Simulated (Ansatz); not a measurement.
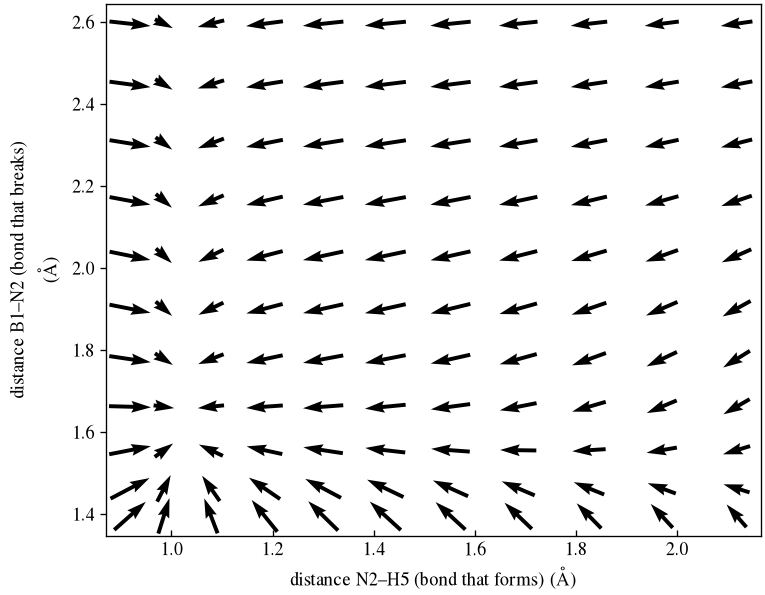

The reacting system BH6N (fragments BH₅N + H where the first distance is long, BH₃ + H₃N where the second is long). 
- Coordinates scanned: (1) distance N2–H5 (bond that forms); (2) distance B1–N2 (bond that breaks).
- Relaxed at each point: all other coordinates.
- The scan uses an 11 × 11 grid.
- Points are written as (first, second).
- The reference is spin-restricted, so regions where a bond is pulled apart into radicals lie too high.
- Method: RKS PBE0-D4/def2-TZVP (Ansatz 0.2.0).

Drawn: arrows along the force (downhill), their lengths compressed.

### The arrows alone are given. Where is the energy lowest?

The arrows converge at about (1.015 Å, 1.639 Å) (read from the interpolated surface).

The energy map of the same scan:

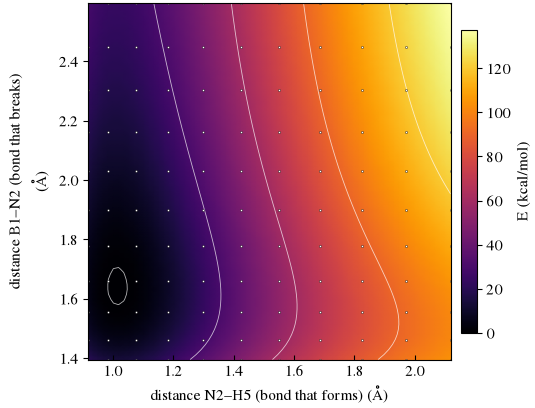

Energies are in kcal/mol, from the lowest grid point; between grid points the surface is interpolated.
